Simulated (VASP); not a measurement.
Band structure of Mn (space group Fd-3m). These are PBE GGA, VASP's PBE PAW potentials (set 64) (plane waves; VASP 6.6.1) values and carry that method's errors.

The moments were started parallel, and other spin orders were not tried in this run.

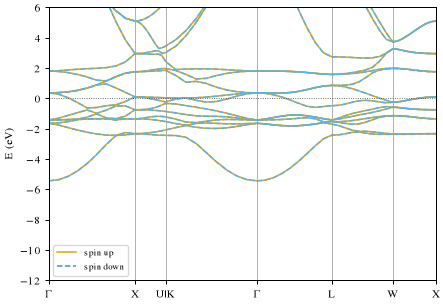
Fig. 1. Bands along high-symmetry lines, zero at the valence-band maximum or, without a gap, the Fermi level

Read the plot: is there a gap, and where are the band edges?

It has no gap at this level: it comes out as a metal or semimetal.

The structure was generated: Mn was put into an ordered model structure, which need not be its known phase. The cell was not relaxed at this level.
